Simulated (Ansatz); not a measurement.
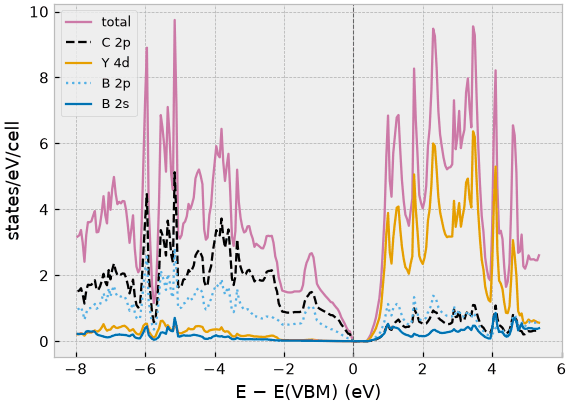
Figure: Total and projected density of states of YB3C3 in space group Pm-3n (No. 223; Y on 2a, B on 6d, C on 6c), DFT-r²SCAN in the program Ansatz with PAW potentials

Problem. Which orbitals carry the states next to the gap?

Solution. Top 1 eV of the valence band: C 2p 66 %, B 2p 31 %. Bottom 1 eV of the conduction band: Y 4d 58 %, B 2p 17 %, C 2p 8 %, C 2s 7 %, B 2s 7 %. Projections are on Löwdin-orthogonalised atomic valence shells; empty p or d shells of many metals are not among them.

Problem. Where is the tallest occupied peak in this window, and what makes it?

Solution. Near -5.1 eV, about 9.7 states/eV per cell; the largest projected share is C 2p.

The start of the workflow was typed in or built on a structure type; neither database checked (COD, Materials Project) lists it. Whether it is the stable phase at ambient conditions was not checked. The r²SCAN relaxation kept the symmetry of its start; whether a distortion lowers the energy is not shown. No spin polarisation was allowed. Spin–orbit coupling is left out wherever it is not named.

Potentials: the earlier of the program's two PAW sets.
